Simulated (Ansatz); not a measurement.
# CH3N: one change and its effect

System: CH3N.
Method of run 1: RKS PBE0-D4/def2-TZVPP (Ansatz 0.2.0).

The geometry comes from this level: PBE0-D4/def2-TZVP. Text and figures count atoms from 1; the logs count them from 0 in places.

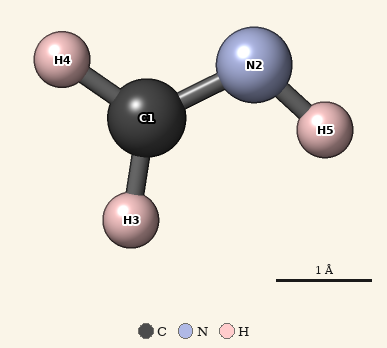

Fig. 1: The structure (ball-and-stick view, seen on its broad side; atoms are numbered from 1 in the order of the input). Bond lengths as drawn: C–H 1.09 to 1.10 Å, C–N 1.26 Å and H–N 1.02 Å.

**The input, run 1**
```yaml
crystal:
  periodic: [false, false, false]
  atoms:
    - {symbol: C, position_ang: [-0.037246, -0.386546, 0.038021]}
    - {symbol: N, position_ang: [0.623209, 0.654265, -0.225941]}
    - {symbol: H, position_ang: [-1.090159, -0.400586, 0.342728]}
    - {symbol: H, position_ang: [0.457492, -1.356896, -0.036217]}
    - {symbol: H, position_ang: [0.046705, 1.489774, -0.118602]}
basis:
  gaussian: {orbitals: def2-TZVPP}
hamiltonian: {xc: pbe0, dispersion: d4}
output: {orbitals: {seedname: orbitals}}
```

Hardware: 2 CPU threads, shared host.

**Output (run 1)**
```
Functional definition: PBE0
  parameter a = 0.25
  parameter kappa = 0.804
  parameter beta = 0.06672455060314922
  exchange = (1 - a)*pbe_x(kappa = kappa, mu = beta*pi^2/3) + a*exact_x
  correlation = pbe_c(beta = beta)
512 factors; their error is unknown
mean field evaluation 1: about -2568.6329 eV, gradient 4.5e1 eV
mean field evaluation 2: about -2564.9847 eV, gradient 6.0e1 eV
mean field evaluation 4: about -2572.8595 eV, gradient 2.8e0 eV
mean field evaluation 8: about -2572.8782 eV, gradient 3.1e-2 eV
mean field -2572.87816800 eV, -94.5515287145 hartree, gradient 1.2e-5 eV, S^2 0.000000; 0 other end points of the search recorded, 0 dependent functions left out
reference -2572.87818855 eV, -94.5515294696 hartree; 8, 8 occupied and 96, 96 virtual orbitals, 512 factors
Total energy: -2572.90803251 eV, -94.5526262151 hartree
```

For run 2 the input was changed thus:
```diff
-  gaussian: {orbitals: def2-TZVPP}
+  gaussian: {orbitals: "def2-QZVPP.json"}
```

What does this change do to the results?

The total energy of run 2 is 3.5 kcal/mol lower, which measures the change of basis and not a stability. The LUMO goes from −0.45 to −0.55 eV. The basis functions go from 104 to 204.

**Output (run 2)**
```
Functional definition: PBE0
  parameter a = 0.25
  parameter kappa = 0.804
  parameter beta = 0.06672455060314922
  exchange = (1 - a)*pbe_x(kappa = kappa, mu = beta*pi^2/3) + a*exact_x
  correlation = pbe_c(beta = beta)
536 factors; their error is unknown
mean field evaluation 1: about -2568.4366 eV, gradient 4.7e1 eV
mean field evaluation 2: about -2564.2724 eV, gradient 6.3e1 eV
mean field evaluation 4: about -2573.0054 eV, gradient 3.4e0 eV
mean field evaluation 8: about -2573.0308 eV, gradient 1.8e-2 eV
mean field -2573.03083533 eV, -94.5571391354 hartree, gradient 2.0e-5 eV, S^2 0.000000; 0 other end points of the search recorded, 0 dependent functions left out
reference -2573.03086211 eV, -94.5571401197 hartree; 8, 8 occupied and 196, 196 virtual orbitals, 536 factors
Total energy: -2573.06070608 eV, -94.5582368653 hartree
```

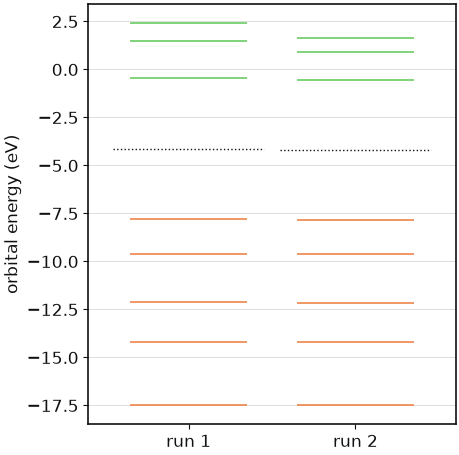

Fig. 2: The five highest filled and three lowest empty orbital energies of the two runs; the dotted lines part filled from empty levels. The HOMO–LUMO gap is 7.33 eV in run 1 and 7.27 eV in run 2.

**The two runs side by side**

```csv
quantity,run 1,run 2
outcome,converged,converged
total energy (hartree),−94.552626,−94.558237
HOMO (eV),−7.78,−7.82
LUMO (eV),−0.45,−0.55
basis functions,104,204
wall time (shared host),0.8 s,1.7 s
```
